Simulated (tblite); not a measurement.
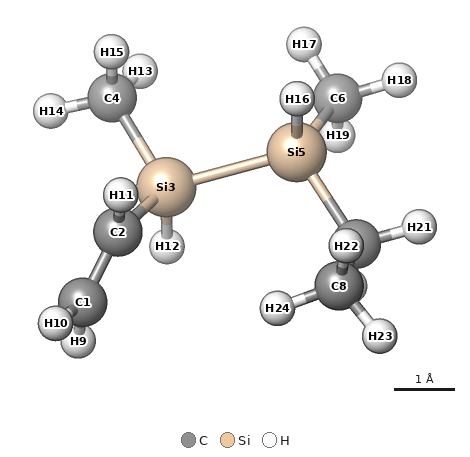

Figure 1. The input geometry (ball-and-stick view, seen at a tilt; atoms are numbered from 1 in the order of the input). Bond lengths as drawn: C–C 1.32 to 1.52 Å, C–H 1.08 to 1.11 Å, C–Si 1.85 to 1.88 Å, H–Si 1.48 to 1.49 Å and Si–Si 2.33 Å.

Run report: C6H16Si2, geometry relaxation (part 1 of 2)

- system: C6H16Si2, SMILES C=C[Si@@H](C)[Si@H](C)CC
- method: GFN2-xTB geometry optimisation, gas phase (tblite 0.8.0)

**The program's output**
```
step      E/eV     max force
  0    -663.46161    1.675
  1    -663.57182    0.520
  2    -663.58858    0.247
  3    -663.60208    0.292
  4    -663.61390    0.379
  5    -663.62347    0.328
  6    -663.62966    0.171
  7    -663.63385    0.140
  8    -663.63708    0.178
  9    -663.64045    0.193
 10    -663.64336    0.167
 11    -663.64571    0.112
 12    -663.64776    0.112
 13    -663.64968    0.112
 14    -663.65122    0.084
 15    -663.65228    0.065
 16    -663.65322    0.078
 17    -663.65449    0.093
 18    -663.65609    0.113
 19    -663.65749    0.094
 20    -663.65837    0.052
 21    -663.65894    0.046
 22    -663.65942    0.050
 23    -663.65987    0.048
 24    -663.66026    0.047
 25    -663.66066    0.057
 26    -663.66115    0.058
 27    -663.66168    0.063
 28    -663.66204    0.043
 29    -663.66224    0.028
 30    -663.66224    0.028
 31    -663.66232    0.024
 32    -663.66267    0.024
 33    -663.66273    0.023
 34    -663.66296    0.022
 35    -663.66306    0.023
 36    -663.66320    0.025
 37    -663.66332    0.025
 38    -663.66347    0.036
 39    -663.66365    0.043
 40    -663.66387    0.045
 41    -663.66408    0.033
 42    -663.66426    0.025
 43    -663.66442    0.034
 44    -663.66457    0.036
 45    -663.66472    0.034
 46    -663.66486    0.027
 47    -663.66501    0.035
 48    -663.66516    0.039
 49    -663.66534    0.033
 50    -663.66551    0.028
 51    -663.66567    0.026
 52    -663.66582    0.037
 53    -663.66597    0.035
 54    -663.66610    0.033
 55    -663.66622    0.027
 56    -663.66635    0.027
 57    -663.66648    0.027
 58    -663.66662    0.026
 59    -663.66676    0.025
 60    -663.66689    0.023
 61    -663.66702    0.027
 62    -663.66714    0.027
 63    -663.66725    0.023
 64    -663.66736    0.023
 65    -663.66745    0.023
 66    -663.66753    0.017
 67    -663.66759    0.019
 68    -663.66766    0.020
 69    -663.66774    0.024
 70    -663.66785    0.028
 71    -663.66798    0.029
 72    -663.66809    0.026
 73    -663.66819    0.025
 74    -663.66830    0.026
 75    -663.66845    0.030
 76    -663.66865    0.036
 77    -663.66889    0.033
 78    -663.66908    0.028
 79    -663.66925    0.026
 80    -663.66941    0.029
 81    -663.66958    0.033
 82    -663.66977    0.029
 83    -663.66993    0.026
 84    -663.67004    0.023
 85    -663.67014    0.019
 86    -663.67022    0.021
 87    -663.67030    0.021
 88    -663.67039    0.023
 89    -663.67048    0.022
 90    -663.67058    0.024
 91    -663.67068    0.026
 92    -663.67081    0.029
 93    -663.67093    0.024
 94    -663.67102    0.017
 95    -663.67108    0.016
 96    -663.67114    0.020
 97    -663.67120    0.022
 98    -663.67125    0.016
 99    -663.67128    0.013
100    -663.67131    0.013
101    -663.67133    0.021
102    -663.67136    0.021
103    -663.67139    0.012
104    -663.67140    0.006
105    -663.67141    0.008
106    -663.67142    0.014
107    -663.67144    0.018
108    -663.67146    0.015
109    -663.67147    0.009
110    -663.67148    0.007
111    -663.67149    0.009
112    -663.67150    0.009
113    -663.67151    0.008
114    -663.67152    0.007
115    -663.67153    0.009
116    -663.67154    0.010
117    -663.67156    0.012
118    -663.67159    0.011
119    -663.67162    0.010
120    -663.67164    0.009
121    -663.67166    0.010
122    -663.67167    0.010
123    -663.67168    0.007
124    -663.67169    0.005
125    -663.67169    0.005
126    -663.67170    0.005
127    -663.67170    0.005
128    -663.67171    0.006
129    -663.67171    0.009
130    -663.67172    0.010
131    -663.67173    0.007
132    -663.67173    0.004
133    -663.67174    0.005
134    -663.67174    0.007
135    -663.67174    0.009
136    -663.67175    0.007
137    -663.67175    0.005
138    -663.67176    0.004
139    -663.67177    0.006
140    -663.67177    0.008
141    -663.67178    0.007
142    -663.67179    0.006
143    -663.67180    0.005
144    -663.67180    0.005
145    -663.67181    0.007
146    -663.67182    0.007
147    -663.67183    0.007
148    -663.67183    0.006
149    -663.67184    0.007
150    -663.67186    0.009
151    -663.67187    0.009
152    -663.67188    0.007
153    -663.67189    0.006
154    -663.67190    0.005
155    -663.67190    0.006
156    -663.67191    0.005
157    -663.67191    0.006
158    -663.67192    0.005
159    -663.67192    0.004
```

**Trajectory as extended XYZ (Å, eV, eV/Å), 12 frames, from step=0 to step=159**
```
24
Properties=species:S:1:pos:R:3:forces:R:3 step=0 energy=-663.46161
C    -1.7313    0.9820   -2.5981   -0.0660  -0.0520  -0.0970
C    -1.3674   -0.0071   -1.7961   -0.1320  -0.0710  -0.3950
Si   -1.2976    0.0611    0.0542    1.0850   1.0930   0.4430
C    -2.5498   -1.0701    0.8064   -0.8850  -0.7620   1.0880
Si    0.8166   -0.5517    0.8048   -0.7260  -0.3550  -1.4670
C     0.7631   -0.6401    2.6485    0.3990   0.0620   1.4530
C     2.0888    0.7072    0.2210    0.5600   0.2610   0.3680
C     2.4228    0.7079   -1.2580   -0.2250   0.0220  -0.4790
H    -2.0484    1.9530   -2.2218    0.1460  -0.3630  -0.1080
H    -1.7484    0.8473   -3.6708    0.0010   0.1850  -0.0110
H    -1.0638   -0.9661   -2.2135   -0.0850   0.2100  -0.1980
H    -1.5764    1.4550    0.4982   -0.1540  -0.1160  -0.1160
H    -2.5290   -1.0180    1.9177   -0.0240  -0.0420  -0.7670
H    -3.5597   -0.8218    0.4924   -0.0630  -0.0570   0.0450
H    -2.3683   -2.1098    0.5326   -0.0440   0.0960   0.0510
H     1.1576   -1.8908    0.2650    0.1840   0.0300   0.1050
H     0.0408   -1.3772    2.9976    0.0910   0.1310  -0.0250
H     1.7445   -0.9312    3.0513   -0.3640   0.1200   0.0240
H     0.4986    0.3298    3.0956    0.0950  -0.4020  -0.1260
H     1.7619    1.7095    0.5214    0.0340  -0.0860  -0.1050
H     3.0130    0.5209    0.7813    0.0370   0.0990  -0.0880
H     2.7709   -0.2759   -1.5924   -0.0480   0.2320   0.1560
H     3.2105    1.4420   -1.4602   -0.1720  -0.1660  -0.0700
H     1.5395    0.9639   -1.8696    0.3570  -0.0680   0.3170
24
Properties=species:S:1:pos:R:3:forces:R:3 step=14 energy=-663.65122
C    -1.7420    0.9795   -2.6277   -0.0150   0.0060  -0.0020
C    -1.3965   -0.0066   -1.8154   -0.0060   0.0000  -0.0300
Si   -1.2974    0.1022    0.0665   -0.0390  -0.0360  -0.0120
C    -2.5985   -1.0717    0.8216   -0.0180  -0.0480   0.0050
Si    0.8189   -0.5655    0.7734    0.0530   0.0100   0.0650
C     0.8017   -0.6568    2.6788    0.0050   0.0130   0.0260
C     2.1445    0.7086    0.2468    0.0130   0.0250   0.0020
C     2.4265    0.7043   -1.2505   -0.0170  -0.0030  -0.0160
H    -2.0420    1.9430   -2.2472    0.0230  -0.0020   0.0040
H    -1.7512    0.8818   -3.7040   -0.0040  -0.0140   0.0180
H    -1.1047   -0.9527   -2.2587   -0.0170   0.0000  -0.0210
H    -1.6806    1.4748    0.4480   -0.0170   0.0540   0.0000
H    -2.5756   -1.0316    1.9079    0.0130   0.0050  -0.0440
H    -3.6142   -0.8446    0.5090    0.0450   0.0390  -0.0290
H    -2.3889   -2.0969    0.5288   -0.0310  -0.0270   0.0220
H     1.2582   -1.8920    0.2877    0.0140  -0.0060  -0.0150
H     0.0698   -1.3832    3.0222    0.0260   0.0360  -0.0100
H     1.7611   -0.9381    3.1052   -0.0190   0.0220  -0.0570
H     0.5263    0.3089    3.0961    0.0140  -0.0460   0.0430
H     1.8000    1.7045    0.5334    0.0380   0.0290   0.0020
H     3.0811    0.5447    0.7827   -0.0140  -0.0460   0.0070
H     2.7707   -0.2738   -1.5789   -0.0070  -0.0180   0.0330
H     3.1953    1.4319   -1.5083   -0.0190   0.0110   0.0150
H     1.5258    0.9489   -1.8097   -0.0230  -0.0040  -0.0060
24
Properties=species:S:1:pos:R:3:forces:R:3 step=28 energy=-663.66204
C    -1.7440    0.9806   -2.6374   -0.0030  -0.0050   0.0130
C    -1.4084   -0.0181   -1.8361   -0.0080  -0.0090   0.0170
Si   -1.3023    0.0870    0.0489    0.0120   0.0050  -0.0030
C    -2.6091   -1.0834    0.8025    0.0070   0.0140  -0.0280
Si    0.8202   -0.5306    0.7956   -0.0060   0.0000  -0.0190
C     0.8216   -0.6483    2.6973    0.0110  -0.0010   0.0060
C     2.1609    0.7240    0.2627   -0.0050  -0.0110   0.0120
C     2.4099    0.7023   -1.2401   -0.0030   0.0020   0.0140
H    -2.0107    1.9486   -2.2449    0.0090   0.0120   0.0000
H    -1.7753    0.8894   -3.7134    0.0050  -0.0120   0.0060
H    -1.1487   -0.9683   -2.2903   -0.0090  -0.0010   0.0020
H    -1.7106    1.4609    0.4181    0.0090  -0.0080  -0.0110
H    -2.5918   -1.0284    1.8872   -0.0100  -0.0010  -0.0140
H    -3.6118   -0.8274    0.4742   -0.0200  -0.0020   0.0060
H    -2.4283   -2.1178    0.5253    0.0170   0.0000  -0.0080
H     1.2825   -1.8478    0.3018   -0.0130  -0.0230  -0.0040
H     0.1039   -1.3881    3.0362   -0.0180  -0.0050   0.0060
H     1.7917   -0.9364    3.0880    0.0420  -0.0040   0.0100
H     0.5544    0.2997    3.1534   -0.0120   0.0210   0.0120
H     1.8664    1.7318    0.5619    0.0100  -0.0020  -0.0110
H     3.0990    0.5108    0.7782    0.0080   0.0160   0.0020
H     2.7577   -0.2803   -1.5507   -0.0190   0.0010  -0.0130
H     3.1661    1.4321   -1.5256   -0.0030   0.0130   0.0060
H     1.4950    0.9274   -1.7850   -0.0040  -0.0010  -0.0010
24
Properties=species:S:1:pos:R:3:forces:R:3 step=43 energy=-663.66442
C    -1.7363    0.9770   -2.6326   -0.0040  -0.0010  -0.0040
C    -1.4116   -0.0222   -1.8279   -0.0030  -0.0030  -0.0050
Si   -1.2948    0.0941    0.0538   -0.0070  -0.0220  -0.0020
C    -2.6092   -1.0801    0.7858   -0.0080  -0.0090  -0.0010
Si    0.8208   -0.5390    0.8036    0.0310   0.0140   0.0000
C     0.8354   -0.6461    2.7072    0.0010   0.0020  -0.0030
C     2.1607    0.7162    0.2656   -0.0030   0.0050   0.0040
C     2.3989    0.7071   -1.2387   -0.0110  -0.0020  -0.0030
H    -1.9825    1.9527   -2.2456    0.0160   0.0080  -0.0020
H    -1.7779    0.8768   -3.7071   -0.0020  -0.0010  -0.0090
H    -1.1771   -0.9806   -2.2780    0.0040  -0.0040  -0.0010
H    -1.6926    1.4726    0.4076   -0.0080   0.0130   0.0180
H    -2.6070   -1.0370    1.8709   -0.0020   0.0030  -0.0040
H    -3.6113   -0.8320    0.4486   -0.0010   0.0160  -0.0050
H    -2.4160   -2.1104    0.5006    0.0100  -0.0050   0.0000
H     1.2564   -1.8646    0.3078    0.0120  -0.0070   0.0000
H     0.1201   -1.3858    3.0530   -0.0010   0.0080   0.0110
H     1.8088   -0.9277    3.0974    0.0050   0.0050  -0.0120
H     0.5655    0.3057    3.1558   -0.0010  -0.0060   0.0120
H     1.8596    1.7219    0.5660    0.0100   0.0010   0.0120
H     3.1052    0.5143    0.7743   -0.0130  -0.0170   0.0050
H     2.7393   -0.2722   -1.5665   -0.0060  -0.0120   0.0030
H     3.1545    1.4382   -1.5231   -0.0070   0.0090   0.0070
H     1.4793    0.9408   -1.7710   -0.0110   0.0050  -0.0200
24
Properties=species:S:1:pos:R:3:forces:R:3 step=57 energy=-663.66648
C    -1.7164    0.9747   -2.6367    0.0000  -0.0080  -0.0050
C    -1.4127   -0.0257   -1.8254   -0.0120  -0.0010   0.0090
Si   -1.2894    0.0934    0.0558    0.0100   0.0160   0.0130
C    -2.6142   -1.0813    0.7635   -0.0050  -0.0060   0.0000
Si    0.8208   -0.5442    0.8166   -0.0210  -0.0090  -0.0140
C     0.8532   -0.6386    2.7205    0.0060   0.0010  -0.0080
C     2.1538    0.7099    0.2686    0.0120  -0.0030   0.0090
C     2.3700    0.7169   -1.2387   -0.0010   0.0010  -0.0010
H    -1.9203    1.9642   -2.2592    0.0090  -0.0100  -0.0060
H    -1.7811    0.8595   -3.7087    0.0110   0.0170  -0.0110
H    -1.2183   -0.9975   -2.2668    0.0010   0.0100  -0.0040
H    -1.6822    1.4715    0.4246   -0.0010  -0.0140  -0.0090
H    -2.6316   -1.0427    1.8482   -0.0050  -0.0020   0.0060
H    -3.6086   -0.8293    0.4076   -0.0140   0.0040   0.0020
H    -2.4141   -2.1091    0.4756   -0.0050  -0.0170   0.0070
H     1.2609   -1.8719    0.3281    0.0020   0.0030   0.0030
H     0.1482   -1.3801    3.0836    0.0030   0.0090   0.0010
H     1.8360   -0.9120    3.0927    0.0000   0.0000   0.0140
H     0.5865    0.3144    3.1684   -0.0020  -0.0070   0.0030
H     1.8704    1.7139    0.5903    0.0030   0.0040   0.0020
H     3.1027    0.4869    0.7585    0.0240   0.0060   0.0110
H     2.7022   -0.2614   -1.5783   -0.0070   0.0010  -0.0100
H     3.1263    1.4479   -1.5213   -0.0060   0.0020  -0.0130
H     1.4461    0.9604   -1.7599   -0.0020   0.0030   0.0010
```
